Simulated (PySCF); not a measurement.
SMILES C=[CH][Sn]([CH3])([NH2])[NH2] (C₃H₁₀N₂Sn) at its GFN2-xTB optimised geometry (Å):

```
16

C     -2.1807    -2.4893    -2.2698
C     -0.9634    -2.3586    -1.7824
Sn    -0.4376    -1.2273     0.0000
C     -1.0806    -2.0456     1.9107
N      1.6029    -1.2273     0.0000
N     -1.0341     0.7543     0.0000
H     -3.0423    -2.0303    -1.8114
H     -2.3791    -3.0684    -3.1611
H     -0.1309    -2.8394    -2.2748
H     -0.4368    -2.8746     2.1772
H     -2.1043    -2.3965     1.8539
H     -1.0095    -1.2772     2.6710
H      1.9903    -0.7379     0.7967
H      2.0151    -0.7940    -0.8168
H     -0.8733     1.2273    -0.8807
H     -2.0151     0.8821     0.2110
```

Calculation: PBE0/def2-TZVP, def2 effective core potentials past Kr in PySCF. The core electrons that the potentials of Sn replace are not part of the density. Cells within 0.4 Å of a nucleus heavier than hydrogen are left out (blank, or x).

Map of the log10 of the electron density (e/bohr³), floored at −4 on the plane z = 0.0 Å:

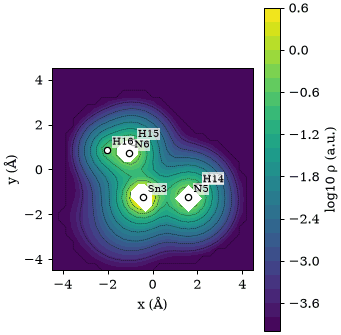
Fig. 1. Log10 of the electron density (e/bohr³), floored at −4 on the plane z = 0.0 Å.
